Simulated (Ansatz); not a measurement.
**Response to strain in ZnSe**

Base system: ZnSe in the zinc blende structure (space group F-43m, No. 216).

```cif
data_Se4Zn4
_chemical_formula_sum 'Zn4 Se4'
_space_group_name_H-M_alt 'F-43m'
_space_group_IT_number 216
_space_group_name_Hall 'F -4 2 3'
_cell_length_a 5.63333
_cell_length_b 5.63333
_cell_length_c 5.63333
_cell_angle_alpha 90.000
_cell_angle_beta 90.000
_cell_angle_gamma 90.000
loop_
_atom_site_label
_atom_site_type_symbol
_atom_site_symmetry_multiplicity
_atom_site_Wyckoff_symbol
_atom_site_fract_x
_atom_site_fract_y
_atom_site_fract_z
_atom_site_occupancy
Zn1 Zn 4 a 0.00000 0.00000 0.00000 1
Se1 Se 4 d 0.75000 0.75000 0.75000 1
```
(The calculation used a cell of 2 atoms; values per cell refer to that cell.)

Strains are applied to the cell and any free atomic positions relax.

All numbers come from PBEsol (Ansatz, an electronic-structure program), no spin-orbit coupling.

Notes on the quantities. energy relative to the base: free energy F.

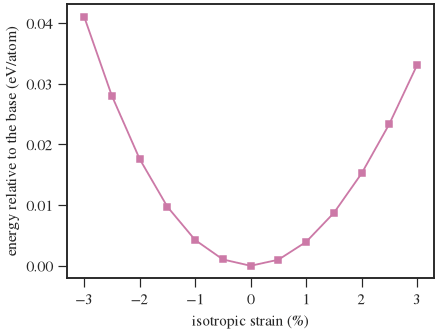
Figure: Energy relative to the base against isotropic strain

From the plot, what is the energy relative to the base for isotropic strain +2.00 %?

About 0.015 eV/atom.

Is the trend monotonic over the range shown?

No, it turns within the range, spanning 0 meV/atom to +41 meV/atom.

Stability against distortions was not tested.
